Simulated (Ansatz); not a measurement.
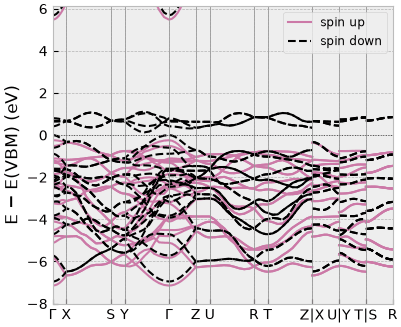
*Band structure from the program Ansatz at the PBE level (PAW)*

Question: Read off the gap and where the band edges lie.

Answer: About 0.1 eV (0.13 eV by a search for the band edges); maximum at Γ, minimum on the Y–Γ line, 45 % of the way from Y.

The material is AlO₂ in space group Pnma (No. 62; Al on 4c, O on 4c, O on 4c).

The first step of the workflow began from a Materials Project structure, measured or hypothetical; the Crystallography Open Database copy checked does not list it. Whether it is the stable phase at ambient conditions was not checked. Symmetry was held in the PBE relaxation; its stability against distortions is not shown here. Magnetic state: ferromagnetic, chosen from 4 collinear starts compared on coarse meshes (ties went to the first, and starts can fall back to one state), not a proven ground state. No Hubbard U is applied.

Potentials: the later of the program's two PAW sets.
